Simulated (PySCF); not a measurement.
Run report: C₄H₁₀Cl₂O₂Ti, geometry relaxation (part 3 of 4)

C₄H₁₀Cl₂O₂Ti (Ti(OEt)2Cl2); PBE0-D3(BJ)/def2-SVP geometry optimisation, gas phase (PySCF 2.14.0). The run did not end well. It belongs to a series of runs on one base structure; here: two ligands: Cl to OEt. The run did not end well; see the last part.

Geometry of the input (Å):
```
Ti -1.1340  -0.2177  -0.8377
O  -1.2050  0.8969  0.4708
C  -0.9516  0.7486  1.8008
C  -0.6884  -0.7284  2.1579
H  0.0556  1.2457  2.0159
H  -1.6972  1.2439  2.4186
H  -0.4719  -0.8764  3.2096
H  -1.7102  -1.1965  1.9823
H  -0.0446  -1.1883  1.5755
O  0.2017  -1.0335  -1.1495
C  1.5068  -0.6910  -1.4053
C  1.6937  0.8458  -1.4580
H  2.0884  -1.0724  -0.6650
H  1.7897  -1.1133  -2.3740
H  2.7005  1.0932  -1.6400
H  1.0613  1.2810  -2.2704
H  1.3340  1.3024  -0.5364
Cl -1.7882  1.0445  -2.5499
Cl -2.8034  -1.5911  -0.6605
```

**Trajectory as extended XYZ, continued**
```
19
Properties=species:S:1:pos:R:3:forces:R:3 step=27 energy=-56532.98666
Ti   -1.4290    0.1846   -1.0100   -0.0140   0.0055  -0.0067
O    -1.3558    0.7162    0.6385    0.0532   0.0073  -0.0027
C    -1.1159    0.5633    2.0071   -0.0221  -0.0173   0.0044
C    -0.8759   -0.8886    2.3616    0.0015  -0.0074  -0.0020
H    -0.2495    1.1903    2.2818    0.0033  -0.0040  -0.0002
H    -1.9917    0.9584    2.5505    0.0026   0.0030   0.0005
H    -0.7202   -1.0033    3.4446   -0.0003  -0.0009  -0.0001
H    -1.7397   -1.5018    2.0638    0.0007  -0.0005  -0.0011
H     0.0136   -1.2748    1.8404    0.0013  -0.0008   0.0004
O     0.0937   -0.4964   -1.4801    0.0000   0.0007   0.0049
C     1.4679   -0.5955   -1.7111   -0.0067  -0.0034  -0.0166
C     2.1595    0.7278   -1.4657    0.0008  -0.0090  -0.0100
H     1.8754   -1.3865   -1.0570    0.0001   0.0008   0.0008
H     1.6149   -0.9261   -2.7541   -0.0008  -0.0064   0.0010
H     3.2361    0.6462   -1.6769   -0.0001  -0.0004  -0.0016
H     1.7326    1.5066   -2.1153   -0.0006  -0.0006   0.0001
H     2.0332    1.0447   -0.4193    0.0010  -0.0016  -0.0003
Cl   -1.8397    1.9210   -2.3144   -0.0032   0.0162   0.0199
Cl   -2.9724   -1.3925   -1.0997   -0.0166   0.0188   0.0094
19
Properties=species:S:1:pos:R:3:forces:R:3 step=28 energy=-56532.98665
Ti   -1.4290    0.1846   -1.0100   -0.0142   0.0056  -0.0063
O    -1.3558    0.7162    0.6385    0.0532   0.0073  -0.0028
C    -1.1159    0.5633    2.0072   -0.0221  -0.0172   0.0044
C    -0.8760   -0.8886    2.3616    0.0016  -0.0075  -0.0021
H    -0.2496    1.1903    2.2819    0.0033  -0.0040  -0.0002
H    -1.9917    0.9583    2.5505    0.0026   0.0030   0.0005
H    -0.7203   -1.0033    3.4447   -0.0003  -0.0009  -0.0002
H    -1.7397   -1.5018    2.0638    0.0007  -0.0005  -0.0011
H     0.0136   -1.2749    1.8405    0.0012  -0.0008   0.0005
O     0.0938   -0.4963   -1.4801   -0.0004   0.0005   0.0049
C     1.4680   -0.5955   -1.7111   -0.0063  -0.0033  -0.0166
C     2.1595    0.7278   -1.4658    0.0008  -0.0090  -0.0100
H     1.8755   -1.3865   -1.0570    0.0001   0.0008   0.0008
H     1.6149   -0.9261   -2.7541   -0.0009  -0.0064   0.0010
H     3.2362    0.6461   -1.6770   -0.0001  -0.0005  -0.0016
H     1.7326    1.5066   -2.1154   -0.0006  -0.0006   0.0001
H     2.0334    1.0447   -0.4194    0.0010  -0.0016  -0.0003
Cl   -1.8398    1.9210   -2.3144   -0.0031   0.0162   0.0198
Cl   -2.9723   -1.3925   -1.0996   -0.0165   0.0188   0.0092
19
Properties=species:S:1:pos:R:3:forces:R:3 step=29 energy=-56532.98665
Ti   -1.4289    0.1846   -1.0100   -0.0144   0.0056  -0.0061
O    -1.3558    0.7162    0.6385    0.0533   0.0074  -0.0028
C    -1.1160    0.5633    2.0072   -0.0221  -0.0172   0.0046
C    -0.8760   -0.8887    2.3617    0.0017  -0.0076  -0.0022
H    -0.2497    1.1903    2.2820    0.0033  -0.0039  -0.0002
H    -1.9918    0.9583    2.5505    0.0026   0.0031   0.0005
H    -0.7205   -1.0034    3.4447   -0.0004  -0.0009  -0.0001
H    -1.7398   -1.5018    2.0638    0.0007  -0.0005  -0.0011
H     0.0135   -1.2749    1.8405    0.0012  -0.0007   0.0005
O     0.0938   -0.4963   -1.4801   -0.0004   0.0004   0.0048
C     1.4680   -0.5955   -1.7112   -0.0062  -0.0032  -0.0166
C     2.1596    0.7279   -1.4659    0.0009  -0.0091  -0.0101
H     1.8755   -1.3864   -1.0571    0.0000   0.0008   0.0008
H     1.6149   -0.9262   -2.7542   -0.0009  -0.0063   0.0010
H     3.2363    0.6461   -1.6772   -0.0001  -0.0005  -0.0016
H     1.7327    1.5066   -2.1155   -0.0006  -0.0005   0.0001
H     2.0335    1.0447   -0.4195    0.0010  -0.0016  -0.0003
Cl   -1.8399    1.9210   -2.3143   -0.0030   0.0162   0.0197
Cl   -2.9722   -1.3925   -1.0994   -0.0164   0.0188   0.0091
19
Properties=species:S:1:pos:R:3:forces:R:3 step=30 energy=-56532.98664
Ti   -1.4289    0.1847   -1.0100   -0.0145   0.0055  -0.0058
O    -1.3558    0.7162    0.6385    0.0534   0.0074  -0.0029
C    -1.1160    0.5632    2.0072   -0.0221  -0.0172   0.0047
C    -0.8761   -0.8887    2.3617    0.0018  -0.0076  -0.0023
H    -0.2497    1.1902    2.2820    0.0033  -0.0039  -0.0002
H    -1.9919    0.9583    2.5505    0.0025   0.0031   0.0005
H    -0.7206   -1.0034    3.4447   -0.0004  -0.0009  -0.0001
H    -1.7399   -1.5018    2.0638    0.0007  -0.0005  -0.0011
H     0.0135   -1.2749    1.8406    0.0011  -0.0007   0.0005
O     0.0939   -0.4962   -1.4800   -0.0007   0.0003   0.0047
C     1.4680   -0.5955   -1.7112   -0.0060  -0.0031  -0.0165
C     2.1597    0.7279   -1.4660    0.0009  -0.0091  -0.0101
H     1.8755   -1.3864   -1.0571    0.0000   0.0008   0.0008
H     1.6149   -0.9262   -2.7542   -0.0010  -0.0063   0.0010
H     3.2363    0.6461   -1.6773   -0.0002  -0.0005  -0.0016
H     1.7328    1.5066   -2.1156   -0.0006  -0.0005   0.0001
H     2.0336    1.0448   -0.4196    0.0010  -0.0016  -0.0003
Cl   -1.8400    1.9210   -2.3142   -0.0030   0.0162   0.0197
Cl   -2.9722   -1.3925   -1.0993   -0.0164   0.0188   0.0089
19
Properties=species:S:1:pos:R:3:forces:R:3 step=31 energy=-56532.98664
Ti   -1.4289    0.1847   -1.0100   -0.0148   0.0057  -0.0055
O    -1.3558    0.7162    0.6386    0.0535   0.0074  -0.0028
C    -1.1161    0.5632    2.0072   -0.0221  -0.0172   0.0046
C    -0.8762   -0.8887    2.3617    0.0018  -0.0077  -0.0023
H    -0.2498    1.1902    2.2821    0.0033  -0.0039  -0.0002
H    -1.9919    0.9583    2.5505    0.0026   0.0031   0.0004
H    -0.7207   -1.0034    3.4448   -0.0004  -0.0009  -0.0001
H    -1.7399   -1.5018    2.0638    0.0007  -0.0005  -0.0011
H     0.0134   -1.2750    1.8407    0.0011  -0.0007   0.0006
O     0.0940   -0.4961   -1.4800   -0.0008   0.0002   0.0046
C     1.4681   -0.5955   -1.7112   -0.0057  -0.0031  -0.0165
C     2.1598    0.7279   -1.4661    0.0009  -0.0091  -0.0101
H     1.8756   -1.3864   -1.0571   -0.0001   0.0008   0.0008
H     1.6149   -0.9262   -2.7542   -0.0010  -0.0063   0.0010
H     3.2364    0.6461   -1.6774   -0.0001  -0.0006  -0.0016
H     1.7328    1.5066   -2.1157   -0.0006  -0.0005   0.0001
H     2.0337    1.0448   -0.4197    0.0009  -0.0015  -0.0003
Cl   -1.8401    1.9210   -2.3142   -0.0029   0.0162   0.0196
Cl   -2.9721   -1.3925   -1.0992   -0.0163   0.0188   0.0087
19
Properties=species:S:1:pos:R:3:forces:R:3 step=32 energy=-56532.98664
Ti   -1.4288    0.1847   -1.0100   -0.0150   0.0057  -0.0051
O    -1.3558    0.7162    0.6386    0.0536   0.0074  -0.0029
C    -1.1161    0.5632    2.0073   -0.0221  -0.0172   0.0046
C    -0.8763   -0.8887    2.3618    0.0018  -0.0077  -0.0024
H    -0.2498    1.1902    2.2822    0.0033  -0.0039  -0.0002
H    -1.9920    0.9582    2.5505    0.0026   0.0031   0.0004
H    -0.7208   -1.0034    3.4448   -0.0004  -0.0009  -0.0001
H    -1.7400   -1.5019    2.0638    0.0007  -0.0005  -0.0011
H     0.0134   -1.2750    1.8408    0.0011  -0.0006   0.0006
O     0.0940   -0.4960   -1.4800   -0.0010   0.0000   0.0045
C     1.4681   -0.5954   -1.7113   -0.0053  -0.0030  -0.0164
C     2.1599    0.7279   -1.4662    0.0009  -0.0092  -0.0101
H     1.8756   -1.3863   -1.0571   -0.0001   0.0008   0.0008
H     1.6149   -0.9262   -2.7542   -0.0011  -0.0063   0.0010
H     3.2365    0.6461   -1.6776   -0.0002  -0.0006  -0.0016
H     1.7329    1.5066   -2.1158   -0.0006  -0.0005   0.0002
H     2.0339    1.0449   -0.4198    0.0009  -0.0015  -0.0003
Cl   -1.8402    1.9211   -2.3141   -0.0029   0.0162   0.0195
Cl   -2.9721   -1.3925   -1.0991   -0.0163   0.0188   0.0086
19
Properties=species:S:1:pos:R:3:forces:R:3 step=33 energy=-56532.98663
Ti   -1.4288    0.1847   -1.0099   -0.0151   0.0057  -0.0050
O    -1.3558    0.7162    0.6386    0.0537   0.0075  -0.0028
C    -1.1162    0.5632    2.0073   -0.0221  -0.0172   0.0048
C    -0.8763   -0.8887    2.3618    0.0018  -0.0078  -0.0024
H    -0.2499    1.1902    2.2822    0.0033  -0.0039  -0.0001
H    -1.9921    0.9582    2.5505    0.0026   0.0032   0.0004
H    -0.7210   -1.0034    3.4449   -0.0004  -0.0009  -0.0001
H    -1.7401   -1.5019    2.0638    0.0007  -0.0005  -0.0011
H     0.0133   -1.2750    1.8409    0.0010  -0.0006   0.0006
O     0.0941   -0.4959   -1.4800   -0.0009   0.0000   0.0044
C     1.4682   -0.5954   -1.7113   -0.0053  -0.0030  -0.0164
C     2.1599    0.7279   -1.4663    0.0009  -0.0092  -0.0101
H     1.8757   -1.3863   -1.0572   -0.0001   0.0008   0.0008
H     1.6149   -0.9262   -2.7543   -0.0011  -0.0063   0.0010
H     3.2365    0.6461   -1.6777   -0.0002  -0.0006  -0.0016
H     1.7330    1.5066   -2.1159   -0.0006  -0.0005   0.0002
H     2.0340    1.0449   -0.4199    0.0009  -0.0015  -0.0003
Cl   -1.8403    1.9211   -2.3141   -0.0028   0.0162   0.0194
Cl   -2.9720   -1.3926   -1.0990   -0.0162   0.0187   0.0085
19
Properties=species:S:1:pos:R:3:forces:R:3 step=34 energy=-56532.98663
Ti   -1.4288    0.1847   -1.0099   -0.0152   0.0057  -0.0047
O    -1.3558    0.7162    0.6387    0.0538   0.0075  -0.0029
C    -1.1162    0.5632    2.0073   -0.0221  -0.0172   0.0049
C    -0.8764   -0.8888    2.3619    0.0019  -0.0078  -0.0024
H    -0.2499    1.1901    2.2823    0.0033  -0.0039  -0.0002
H    -1.9922    0.9582    2.5505    0.0025   0.0032   0.0004
H    -0.7211   -1.0035    3.4449   -0.0004  -0.0009  -0.0001
H    -1.7401   -1.5019    2.0638    0.0007  -0.0005  -0.0011
H     0.0132   -1.2751    1.8410    0.0010  -0.0006   0.0006
O     0.0941   -0.4959   -1.4800   -0.0011  -0.0001   0.0044
C     1.4682   -0.5954   -1.7113   -0.0052  -0.0029  -0.0163
C     2.1600    0.7279   -1.4664    0.0009  -0.0092  -0.0101
H     1.8757   -1.3863   -1.0572   -0.0002   0.0008   0.0008
H     1.6149   -0.9262   -2.7543   -0.0011  -0.0063   0.0010
H     3.2366    0.6461   -1.6778   -0.0002  -0.0006  -0.0016
H     1.7331    1.5066   -2.1160   -0.0006  -0.0005   0.0002
H     2.0341    1.0449   -0.4200    0.0009  -0.0015  -0.0004
Cl   -1.8404    1.9211   -2.3140   -0.0027   0.0162   0.0194
Cl   -2.9720   -1.3926   -1.0989   -0.0162   0.0187   0.0083
19
Properties=species:S:1:pos:R:3:forces:R:3 step=35 energy=-56532.98662
Ti   -1.4287    0.1848   -1.0099   -0.0155   0.0058  -0.0044
O    -1.3558    0.7162    0.6387    0.0539   0.0075  -0.0029
C    -1.1163    0.5631    2.0074   -0.0222  -0.0172   0.0048
C    -0.8765   -0.8888    2.3619    0.0019  -0.0078  -0.0025
H    -0.2500    1.1901    2.2824    0.0033  -0.0039  -0.0002
H    -1.9922    0.9582    2.5505    0.0026   0.0032   0.0004
H    -0.7212   -1.0035    3.4450   -0.0004  -0.0009  -0.0001
H    -1.7402   -1.5019    2.0638    0.0007  -0.0005  -0.0011
H     0.0132   -1.2751    1.8410    0.0010  -0.0006   0.0006
O     0.0942   -0.4958   -1.4800   -0.0011  -0.0002   0.0043
C     1.4682   -0.5954   -1.7114   -0.0050  -0.0028  -0.0163
C     2.1601    0.7279   -1.4665    0.0009  -0.0092  -0.0101
H     1.8758   -1.3862   -1.0572   -0.0002   0.0007   0.0008
H     1.6149   -0.9263   -2.7543   -0.0012  -0.0063   0.0010
H     3.2367    0.6461   -1.6780   -0.0002  -0.0007  -0.0016
H     1.7331    1.5066   -2.1161   -0.0006  -0.0004   0.0002
H     2.0343    1.0450   -0.4201    0.0009  -0.0015  -0.0003
Cl   -1.8405    1.9211   -2.3140   -0.0027   0.0162   0.0193
Cl   -2.9719   -1.3926   -1.0987   -0.0162   0.0187   0.0082
19
Properties=species:S:1:pos:R:3:forces:R:3 step=36 energy=-56532.98662
Ti   -1.4287    0.1848   -1.0099   -0.0156   0.0058  -0.0040
O    -1.3558    0.7162    0.6387    0.0539   0.0075  -0.0029
C    -1.1163    0.5631    2.0074   -0.0222  -0.0172   0.0048
C    -0.8766   -0.8888    2.3619    0.0019  -0.0078  -0.0025
H    -0.2501    1.1901    2.2825    0.0033  -0.0039  -0.0002
H    -1.9923    0.9581    2.5505    0.0026   0.0032   0.0003
H    -0.7213   -1.0035    3.4450   -0.0004  -0.0009  -0.0001
H    -1.7403   -1.5019    2.0638    0.0007  -0.0005  -0.0011
H     0.0132   -1.2751    1.8411    0.0010  -0.0006   0.0006
O     0.0942   -0.4957   -1.4800   -0.0013  -0.0003   0.0042
C     1.4683   -0.5953   -1.7114   -0.0047  -0.0028  -0.0163
C     2.1602    0.7279   -1.4666    0.0009  -0.0093  -0.0101
H     1.8758   -1.3862   -1.0572   -0.0002   0.0007   0.0008
H     1.6149   -0.9263   -2.7544   -0.0012  -0.0063   0.0010
H     3.2368    0.6460   -1.6781   -0.0002  -0.0007  -0.0016
H     1.7332    1.5066   -2.1162   -0.0006  -0.0004   0.0002
H     2.0344    1.0450   -0.4202    0.0009  -0.0015  -0.0003
Cl   -1.8406    1.9211   -2.3139   -0.0026   0.0162   0.0193
Cl   -2.9718   -1.3926   -1.0986   -0.0161   0.0187   0.0080
19
Properties=species:S:1:pos:R:3:forces:R:3 step=37 energy=-56532.98661
Ti   -1.4287    0.1848   -1.0099   -0.0157   0.0058  -0.0040
O    -1.3558    0.7162    0.6387    0.0540   0.0076  -0.0029
C    -1.1164    0.5631    2.0074   -0.0222  -0.0172   0.0050
C    -0.8766   -0.8888    2.3620    0.0019  -0.0079  -0.0025
H    -0.2501    1.1900    2.2825    0.0033  -0.0039  -0.0002
H    -1.9924    0.9581    2.5506    0.0026   0.0032   0.0003
H    -0.7215   -1.0035    3.4451   -0.0004  -0.0009  -0.0001
H    -1.7403   -1.5020    2.0638    0.0007  -0.0005  -0.0011
H     0.0131   -1.2751    1.8412    0.0010  -0.0006   0.0006
O     0.0943   -0.4956   -1.4799   -0.0012  -0.0004   0.0041
C     1.4683   -0.5953   -1.7114   -0.0048  -0.0028  -0.0162
C     2.1603    0.7279   -1.4667    0.0009  -0.0093  -0.0101
H     1.8759   -1.3862   -1.0572   -0.0003   0.0008   0.0008
H     1.6149   -0.9263   -2.7544   -0.0012  -0.0063   0.0010
H     3.2369    0.6460   -1.6782   -0.0002  -0.0007  -0.0016
H     1.7333    1.5066   -2.1163   -0.0006  -0.0004   0.0002
H     2.0345    1.0450   -0.4203    0.0009  -0.0015  -0.0003
Cl   -1.8407    1.9211   -2.3139   -0.0026   0.0162   0.0192
Cl   -2.9718   -1.3926   -1.0985   -0.0161   0.0187   0.0079
19
Properties=species:S:1:pos:R:3:forces:R:3 step=38 energy=-56532.98661
Ti   -1.4286    0.1848   -1.0098   -0.0158   0.0057  -0.0037
O    -1.3558    0.7162    0.6388    0.0541   0.0077  -0.0030
C    -1.1164    0.5631    2.0075   -0.0222  -0.0172   0.0051
C    -0.8767   -0.8889    2.3620    0.0020  -0.0079  -0.0025
H    -0.2502    1.1900    2.2826    0.0033  -0.0039  -0.0002
H    -1.9924    0.9581    2.5506    0.0025   0.0033   0.0003
H    -0.7216   -1.0036    3.4451   -0.0004  -0.0009  -0.0001
H    -1.7404   -1.5020    2.0638    0.0006  -0.0005  -0.0011
H     0.0130   -1.2752    1.8413    0.0010  -0.0006   0.0006
O     0.0943   -0.4956   -1.4799   -0.0013  -0.0004   0.0040
C     1.4684   -0.5953   -1.7115   -0.0047  -0.0027  -0.0162
C     2.1604    0.7280   -1.4667    0.0008  -0.0093  -0.0101
H     1.8759   -1.3861   -1.0573   -0.0003   0.0008   0.0008
H     1.6149   -0.9263   -2.7544   -0.0013  -0.0063   0.0010
H     3.2369    0.6460   -1.6784   -0.0002  -0.0007  -0.0016
H     1.7334    1.5066   -2.1164   -0.0006  -0.0004   0.0002
H     2.0347    1.0451   -0.4204    0.0009  -0.0014  -0.0004
Cl   -1.8408    1.9211   -2.3138   -0.0025   0.0162   0.0191
Cl   -2.9717   -1.3926   -1.0984   -0.0160   0.0187   0.0078
19
Properties=species:S:1:pos:R:3:forces:R:3 step=39 energy=-56532.98660
Ti   -1.4286    0.1848   -1.0098   -0.0160   0.0058  -0.0034
O    -1.3558    0.7162    0.6388    0.0542   0.0077  -0.0029
C    -1.1165    0.5631    2.0075   -0.0222  -0.0172   0.0050
C    -0.8768   -0.8889    2.3620    0.0019  -0.0079  -0.0025
H    -0.2502    1.1900    2.2827    0.0033  -0.0039  -0.0002
H    -1.9925    0.9581    2.5506    0.0026   0.0033   0.0003
H    -0.7217   -1.0036    3.4451   -0.0004  -0.0009  -0.0001
H    -1.7405   -1.5020    2.0638    0.0007  -0.0005  -0.0011
H     0.0130   -1.2752    1.8413    0.0010  -0.0005   0.0006
O     0.0944   -0.4955   -1.4799   -0.0013  -0.0005   0.0040
C     1.4684   -0.5953   -1.7115   -0.0045  -0.0027  -0.0161
C     2.1604    0.7280   -1.4668    0.0008  -0.0093  -0.0101
H     1.8759   -1.3861   -1.0573   -0.0003   0.0007   0.0008
H     1.6149   -0.9263   -2.7544   -0.0013  -0.0063   0.0009
H     3.2370    0.6460   -1.6785   -0.0002  -0.0007  -0.0016
H     1.7334    1.5066   -2.1165   -0.0006  -0.0004   0.0002
H     2.0348    1.0451   -0.4205    0.0009  -0.0014  -0.0003
Cl   -1.8409    1.9211   -2.3138   -0.0025   0.0162   0.0191
Cl   -2.9716   -1.3926   -1.0983   -0.0160   0.0187   0.0077
19
Properties=species:S:1:pos:R:3:forces:R:3 step=40 energy=-56532.98660
Ti   -1.4286    0.1849   -1.0098   -0.0162   0.0059  -0.0031
O    -1.3558    0.7162    0.6388    0.0542   0.0077  -0.0030
C    -1.1165    0.5630    2.0076   -0.0222  -0.0172   0.0050
C    -0.8769   -0.8889    2.3621    0.0020  -0.0079  -0.0025
H    -0.2503    1.1900    2.2828    0.0032  -0.0039  -0.0002
H    -1.9926    0.9581    2.5506    0.0026   0.0033   0.0003
H    -0.7218   -1.0036    3.4452   -0.0004  -0.0009  -0.0001
H    -1.7405   -1.5020    2.0638    0.0006  -0.0005  -0.0011
H     0.0129   -1.2752    1.8414    0.0010  -0.0005   0.0006
O     0.0945   -0.4954   -1.4799   -0.0015  -0.0006   0.0039
C     1.4684   -0.5952   -1.7115   -0.0043  -0.0026  -0.0161
C     2.1605    0.7280   -1.4669    0.0008  -0.0093  -0.0101
H     1.8760   -1.3861   -1.0573   -0.0003   0.0007   0.0008
H     1.6149   -0.9263   -2.7544   -0.0013  -0.0063   0.0009
H     3.2371    0.6460   -1.6786   -0.0002  -0.0008  -0.0016
H     1.7335    1.5066   -2.1166   -0.0006  -0.0004   0.0002
H     2.0349    1.0452   -0.4206    0.0009  -0.0014  -0.0004
Cl   -1.8410    1.9211   -2.3137   -0.0024   0.0162   0.0190
Cl   -2.9716   -1.3927   -1.0982   -0.0160   0.0187   0.0075
```

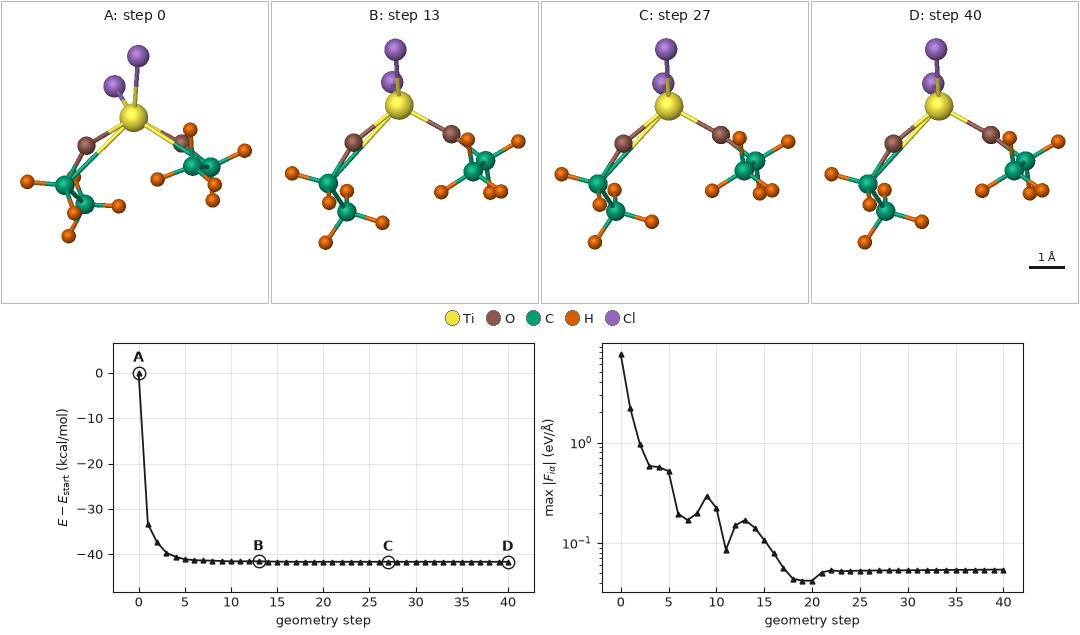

Frames of the relaxation (ball-and-stick view, seen at a tilt) above the curves, on which the letters mark them (steps are counted from 0).
